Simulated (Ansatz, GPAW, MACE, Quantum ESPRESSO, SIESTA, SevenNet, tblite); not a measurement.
## Quantum ESPRESSO runs on HfO2(111) slab (54 atoms)

Wanted: Quantum ESPRESSO inputs and outputs for HfO2(111) slab (54 atoms), checked against a plane-wave reference.

Main program and level: Quantum ESPRESSO 7.5; the method is named at each step.

## Step 1: Set-up

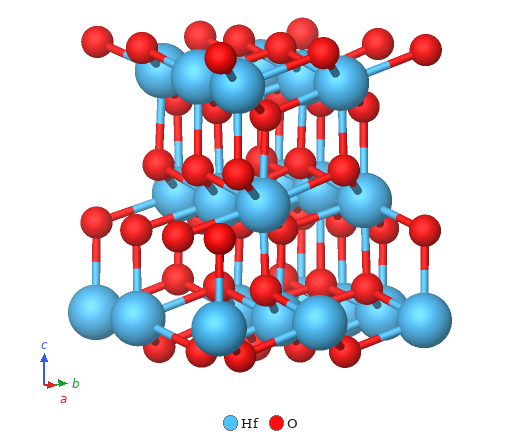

The cell as given, from the side, with the c axis up (hafnium blue, oxygen red). Bonds to atoms that aren't drawn are left out. Some periodic images of atoms are drawn too.

The cell holds 54 atoms: 18 Hf and 36 O. Cell: a = 10.776 Å, b = 7.184 Å, c = 17.332 Å, α = 90.0°, β = 90.0°, γ = 120.0°. It derives from HfO2 (fluorite-type). Fluorite-type HfO2 (a = 5.08 Å), (111) slab of 3 repeat layers, 3 x 2 surface cells, 10 Å of vacuum; not relaxed, displaced by a Gaussian of 0.02 Å. Then every atom was moved at random, 0.05 Å r.m.s. a Cartesian component. Vacuum lies along c.

The yardstick, on the same geometry:

| Property | Result |
| --- | --- |
| method | Kohn-Sham DFT, PBE, PAW, plane waves (Ansatz 0.2.0); cutoff 420 eV, Γ point, fermi-dirac smearing of 0.05 eV; PAW set soft_2 |
| r.m.s. force component | 0.8861 eV/Å |
| longest force | 3.14 eV/Å |
| gap (highest filled to lowest empty level) | 3.474 eV |
| SCF cycles | 10 |
| time | 23 s on 4 threads of Arm Neoverse V1, shared host |
| CPU time | 81 s |

## Step 2: PBE, sssp-1.3.0-efficiency, 60/480 Ry

Method: Kohn-Sham DFT, PBE, SSSP efficiency 1.3.0 pseudopotentials, plane waves.

Input file pw.in:

```
&control
  calculation = 'scf'
  pseudo_dir = './pseudo'
  outdir = './tmp'
  disk_io = 'none'
  tprnfor = .true.
/
&system
  ibrav = 0
  nat = 54
  ntyp = 2
  ecutwfc = 60
  ecutrho = 480
  nosym = .true.
  occupations = 'smearing'
  smearing = 'fd'
  degauss = 0.003675
/
&electrons
  conv_thr = 2.7e-07
  electron_maxstep = 100
  mixing_beta = 0.4
  mixing_mode = 'local-TF'
  diagonalization = 'david'
/
ATOMIC_SPECIES
Hf 178.490 Hf.upf
O 15.999 O.upf
CELL_PARAMETERS angstrom
10.77631 0.00000 0.00000
-3.59210 6.22170 0.00000
0.00000 0.00000 17.33235
ATOMIC_POSITIONS crystal
Hf 0.32965 0.48436 0.33385
O 0.21568 0.64503 0.28313
O 0.44680 0.82526 0.37099
Hf 0.43773 0.82775 0.50482
O 0.34303 0.49421 0.45865
O 0.22695 0.66795 0.54069
Hf 0.22494 0.66503 0.67256
O 0.43967 0.83024 0.62778
O 0.99686 0.50732 0.71141
Hf 0.33168 0.00207 0.33005
O 0.21942 0.17393 0.28571
O 0.44057 0.33186 0.37327
Hf 0.45171 0.33366 0.49413
O 0.32813 0.99664 0.45384
O 0.22251 0.16877 0.54102
Hf 0.23217 0.18230 0.67309
O 0.43690 0.32603 0.62344
O 0.00117 0.00329 0.71017
Hf 0.66382 0.48843 0.33150
O 0.55822 0.65742 0.28851
O 0.78138 0.84901 0.37223
Hf 0.78477 0.83398 0.49644
O 0.66708 0.50350 0.45731
O 0.55298 0.66094 0.54525
Hf 0.56457 0.67210 0.66526
O 0.77321 0.83702 0.62730
O 0.32922 0.49689 0.71363
Hf 0.66978 0.99177 0.33412
O 0.56023 0.17628 0.28689
O 0.78504 0.35348 0.37585
Hf 0.78010 0.34187 0.49520
O 0.66273 0.99866 0.45261
O 0.55961 0.15698 0.54111
Hf 0.55359 0.16452 0.67182
O 0.78857 0.35039 0.62105
O 0.34776 0.01241 0.70949
Hf 0.99295 0.49186 0.33360
O 0.89583 0.67328 0.28855
O 0.11053 0.83994 0.37100
Hf 0.10635 0.82091 0.50027
O 0.00600 0.51457 0.45711
O 0.88852 0.67174 0.54284
Hf 0.88597 0.66123 0.66513
O 0.10794 0.83076 0.62810
O 0.66474 0.49806 0.71112
Hf 0.99681 0.99836 0.33111
O 0.88476 0.16836 0.28783
O 0.11539 0.32706 0.37619
Hf 0.11236 0.33759 0.49624
O 0.00123 0.99923 0.45696
O 0.88818 0.15711 0.54312
Hf 0.87805 0.15926 0.66626
O 0.10736 0.32865 0.62766
O 0.65855 0.97640 0.71111
K_POINTS gamma
```

Command:

```bash
$ OMP_NUM_THREADS=1 mpirun -np 4 pw.x -in pw.in > output.txt
```

What it wrote:

```text
Program PWSCF
     gamma-point specific algorithms are used
     one sub-group per band group will be used
     scalapack distributed-memory algorithm (size of sub-group:  2*  2 procs)
     Parallelization info
     sticks:   dense  smooth     PW     G-vecs:    dense   smooth      PW
     Min        2286    1142    285               348186   123098   15393
     Max        2288    1144    286               348192   123111   15398
     Sum        9147    4573   1143              1392759   492421   61579
     bravais-lattice index     =            0
     lattice parameter (alat)  =      20.3643  a.u.
     unit-cell volume          =    7842.1148 (a.u.)^3
     number of atoms/cell      =           54
     number of atomic types    =            2
     number of electrons       =       432.00
     number of Kohn-Sham states=          259
     kinetic-energy cutoff     =      60.0000  Ry
     charge density cutoff     =     480.0000  Ry
     scf convergence threshold =      2.7E-07
     mixing beta               =       0.4000
     number of iterations used =            8  local-TF  mixing
     Exchange-correlation= SLA  PW   PBX  PBC
                           (   1   4   3   4   0   0   0)
     crystal axes: (cart. coord. in units of alat)
               a(1) = (   1.000000   0.000000   0.000000 )
               a(2) = (  -0.333333   0.577350   0.000000 )
               a(3) = (   0.000000   0.000000   1.608375 )
     reciprocal axes: (cart. coord. in units 2 pi/alat)
               b(1) = (  1.000000  0.577350 -0.000000 )
               b(2) = (  0.000000  1.732052  0.000000 )
               b(3) = (  0.000000 -0.000000  0.621745 )
     PseudoPot. # 1 for Hf:
     Pseudo is Norm-conserving + core correction, Zval = 12.0
     PseudoPot. # 2 for O :
     Pseudo is Projector augmented-wave + core cor, Zval =  6.0
     atomic species   valence    mass     pseudopotential
     Hf               12.00   178.49000     Hf( 1.00)
     O                 6.00    15.99900     O ( 1.00)
     No symmetry found
   Cartesian axes
     number of k points=     1  Fermi-Dirac smearing, width (Ry)=  0.0037
                       cart. coord. in units 2pi/alat
        k(    1) = (   0.0000000   0.0000000   0.0000000), wk =   2.0000000
     Dense  grid:   696380 G-vectors     FFT dimensions: ( 144,  96, 240)
     Smooth grid:   246211 G-vectors     FFT dimensions: ( 108,  72, 162)
     Initial potential from superposition of free atoms
     starting charge     431.9666, renormalised to     432.0000
     negative rho (up, down):  2.292E-04 0.000E+00
     Starting wfcs are  324 randomized atomic wfcs
     Self-consistent Calculation
     iteration #  1     ecut=    60.00 Ry     beta= 0.40
     negative rho (up, down):  1.571E-08 0.000E+00
     total energy              =   -3538.03855527 Ry
     estimated scf accuracy    <      22.18392885 Ry
     iteration #  2     ecut=    60.00 Ry     beta= 0.40
     total energy              =   -3536.65138085 Ry
     estimated scf accuracy    <       6.77029322 Ry
     iteration #  3     ecut=    60.00 Ry     beta= 0.40
     total energy              =   -3538.27101064 Ry
     estimated scf accuracy    <       0.66444355 Ry
     iteration #  4     ecut=    60.00 Ry     beta= 0.40
     total energy              =   -3538.43763520 Ry
     estimated scf accuracy    <       0.23703873 Ry
     iteration #  5     ecut=    60.00 Ry     beta= 0.40
     total energy              =   -3538.43045425 Ry
     estimated scf accuracy    <       0.08087732 Ry
     iteration #  6     ecut=    60.00 Ry     beta= 0.40
     total energy              =   -3538.43558726 Ry
     estimated scf accuracy    <       0.14900658 Ry
[...]
negative rho (up, down):  7.190E-08 0.000E+00
[...]
negative rho (up, down):  1.655E-06 0.000E+00
[...]
negative rho (up, down):  1.254E-06 0.000E+00
[...]
negative rho (up, down):  3.179E-04 0.000E+00
[...]
total energy              =   -3538.43745091 Ry
[...]
iteration # 18     ecut=    60.00 Ry     beta= 0.40
[...]
total energy              =   -3538.43745086 Ry
     estimated scf accuracy    <       0.00000063 Ry
     iteration # 19     ecut=    60.00 Ry     beta= 0.40
     negative rho (up, down):  5.656E-04 0.000E+00
     total energy              =   -3538.43745092 Ry
     estimated scf accuracy    <       0.00000036 Ry
     iteration # 20     ecut=    60.00 Ry     beta= 0.40
     negative rho (up, down):  5.908E-04 0.000E+00
     End of self-consistent calculation
          k = 0.0000 0.0000 0.0000 ( 30790 PWs)   bands (ev):
   -58.5569 -58.4912 -58.4502 -58.4390 -58.3789 -58.3696 -58.2788 -58.2616
   -58.2284 -58.1781 -58.1368 -58.1234 -58.1017 -58.0430 -57.9252 -57.9141
   -57.8534 -57.8524 -27.3840 -27.3296 -27.3155 -27.2034 -27.1971 -27.1870
   -27.1478 -27.1259 -27.1155 -27.0824 -27.0769 -27.0712 -27.0692 -27.0378
   -27.0206 -27.0166 -26.9979 -26.9897 -26.9680 -26.9576 -26.9313 -26.9274
   -26.9184 -26.8815 -26.8747 -26.8517 -26.8325 -26.8273 -26.8147 -26.7998
[...]
7.6291   7.6739   7.6997   7.7235   7.7650   7.8135   7.8479   7.8776
     7.9220   7.9284   8.0136   8.0844   8.1135   8.1546   8.1722   8.2086
     8.2669   8.2978   8.3276   8.3644   8.3982   8.4224   8.4822   8.5344
     8.5964   8.6042   8.6558
     the Fermi energy is     4.8926 ev
!    total energy              =   -3538.43745084 Ry
     estimated scf accuracy    <       0.00000007 Ry
     smearing contrib. (-TS)   =      -0.00000000 Ry
     internal energy E=F+TS    =   -3538.43745084 Ry
     The total energy is F=E-TS. E is the sum of the following terms:
     one-electron contribution =  -14114.98484911 Ry
     hartree contribution      =    7176.02716488 Ry
     xc contribution           =    -783.26525133 Ry
     ewald contribution        =    4526.18901742 Ry
     one-center paw contrib.   =    -342.40353270 Ry
     convergence has been achieved in  20 iterations
     negative rho (up, down):  5.908E-04 0.000E+00
     Forces acting on atoms (cartesian axes, Ry/au):
     atom    1 type  1   force =    -0.02481164    0.07020632   -0.01516715
     atom    2 type  2   force =    -0.02064568    0.02130893    0.02092673
     atom    3 type  2   force =    -0.04088990    0.01564947    0.00561963
     atom    4 type  1   force =     0.03689562    0.00878512   -0.04036539
     atom    5 type  2   force =    -0.05134626    0.02075603   -0.02493667
     atom    6 type  2   force =    -0.01820959   -0.01529694    0.01605213
[...]
atom   52 type  1   force =     0.08121773    0.02767275   -0.01339388
     atom   53 type  2   force =    -0.00674491    0.04302847   -0.01792485
     atom   54 type  2   force =    -0.01552753    0.08202070    0.03057445
     Total force =     0.432141     Total SCF correction =     0.000718
     Message from routine punch:
     Nothing written, as per user request (disk_io='none')
```

The job ended after 3.9 min (4 MPI ranks of Arm Neoverse V1, shared host; peak memory 2.9 GiB).

Banners, paths, timers and routine set-up lines are dropped from the logs unmarked, and long logs keep their key lines alone; longer cuts are marked.

Numbers from this run, and their distance from the reference:

```yaml
r_m_s_force_component: 0.873 eV/Å
r_m_s_difference_of_force_components: 36.03 meV/Å
longest_difference_of_force_vectors: 146.4 meV/Å
force_difference_over_r_m_s_force: 4.066 %
slope_of_forces_against_the_reference_s: 0.9845
correlation_of_force_components: 0.9993
spacing_of_highest_filled_and_lowest_empty_level: 3.481 eV
gap_difference: 0.0073 eV
```

Length of the force difference by element (eV/Å):

| element | atoms | mean | most |
| --- | --- | --- | --- |
| Hf | 18 | 0.086 | 0.15 |
| O | 36 | 0.037 | 0.070 |

Levels nearest the highest filled one (eV from it): -0.89, -0.81, -0.77, -0.74, -0.64, -0.62, -0.59, -0.53, -0.41, -0.35, -0.33, 0.00, 3.48, 3.48, 3.60, 3.67, 3.74, 3.77, 3.84, 3.93, 3.98, 4.03, 4.04, 4.06.

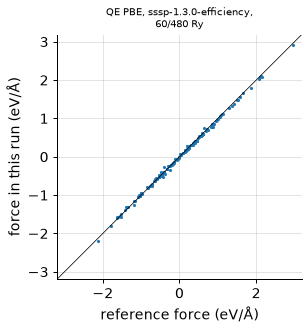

Force components against those of the reference; the line marks equality.

Local excerpt of 9 atoms (numbers count through the whole input) about Hf40, which bears the longest force; x, y, z are measured from there.

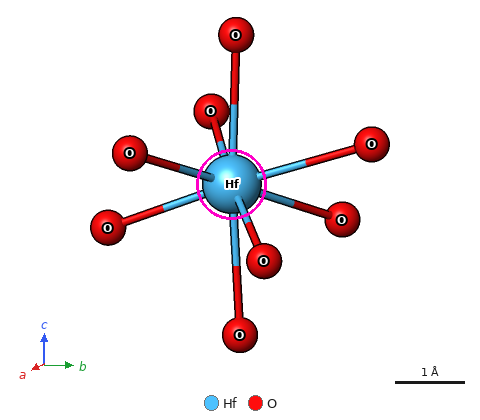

The atoms of the table, within 2.3 Å (arrows a, b, c point along x, y, z); some may hide others; the central atom is ringed.

| atom | x | y | z | distance (Å) | bonds | Fx | Fy | Fz (eV/Å) |
| --- | --- | --- | --- | --- | --- | --- | --- | --- |
| Hf40 | 0.00 | 0.00 | 0.00 | 0.00 | 8 | 0.36 | 2.91 | 0.99 |
| O41 | 0.02 | -1.91 | -0.75 | 2.05 | 4 | -0.17 | -1.60 | -0.38 |
| O42 | -1.81 | -0.93 | 0.74 | 2.17 | 4 | -0.22 | -0.05 | -0.59 |
| O6 | 1.85 | -0.95 | 0.70 | 2.19 | 4 | -0.47 | -0.39 | 0.41 |
| O44 | -0.02 | 0.06 | 2.22 | 2.22 | 4 | 0.85 | -0.06 | -1.02 |
| O14 | 1.76 | 1.09 | -0.80 | 2.22 | 4 | 0.72 | 0.04 | -0.19 |
| O50 | -1.77 | 1.11 | -0.75 | 2.22 | 4 | -0.48 | -0.50 | -0.52 |
| O39 | -0.02 | 0.12 | -2.24 | 2.24 | 4 | 0.61 | -0.21 | 0.34 |
| O15 | 0.00 | 2.16 | 0.71 | 2.28 | 4 | -0.19 | -0.22 | 0.30 |

Forces lie 4.1 % from the reference's, at 11 times its CPU time.

## Step 3: Summary of results

```json
{
  "force difference from the reference": "QE PBE, sssp-1.3.0-efficiency, 60/480 Ry, 4.1 %",
  "its CPU time": "15 min"
}
```

**Reading.** PBE on plane waves or a grid with other potentials, cutoffs or grids differs from the reference by 4.1 % (QE PBE, sssp-1.3.0-efficiency, 60/480 Ry) of the r.m.s. force; this holds the reference's own error, so differences of a few per cent don't tell which side is nearer the exact PBE result (QE's 60 Ry are 816 eV, against the reference's 420 eV). PBE gaps agree with the reference's 3.47 eV within 0.008 eV. These are spacings on the run's k-points, which needn't hold the band edges. The potentials hold different valence shells: 684 electrons in the reference, 432 in Quantum ESPRESSO with SSSP; this bears on time and differences. The electronic-structure runs sample only Γ, in a cell whose shortest periodic width is 6 Å. Spin–orbit coupling is left out, which matters for the levels of the heavy elements.

[Also dropped from logs without a mark: logging warnings of Python, and SIESTA's first energy breakdown and zero terms.]

[Logs are printed without paths, hosts, clocks, repeated set-up lines and the standing remarks that a program may print on its own settings, such as how far it seeks lower states.]

[Hosts, paths, dates, database ids (printed as entryN), source tags and the programs' standing remarks are cut or masked in the printed files.]
